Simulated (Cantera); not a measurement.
Feed: 1 mol Fe₂O₃, 660 mol H₂, at 33.0 Pa.

Cantera equilibrium calculation (NASA polynomials, part measured and part estimated; ideal gas, pure solids and liquids). Candidate condensed phases: Fe, FeO, Fe(OH)₂, Fe(OH)₃, Fe₂O₃, Fe₃O₄, H₂O; 12 gas species. Equilibrium is a limit: real reactors are often held back by kinetics, nucleation or transport.

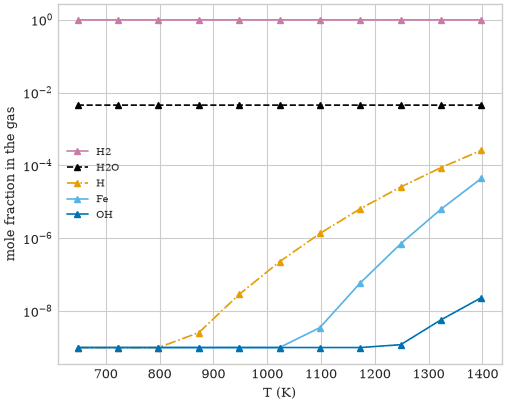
*Equilibrium gas composition (values under 1e-9 drawn at 1e-9)*

From 648 K to 1173 K the condensed part is Fe(α). From 1248 K to 1398 K the condensed part is Fe(γ).
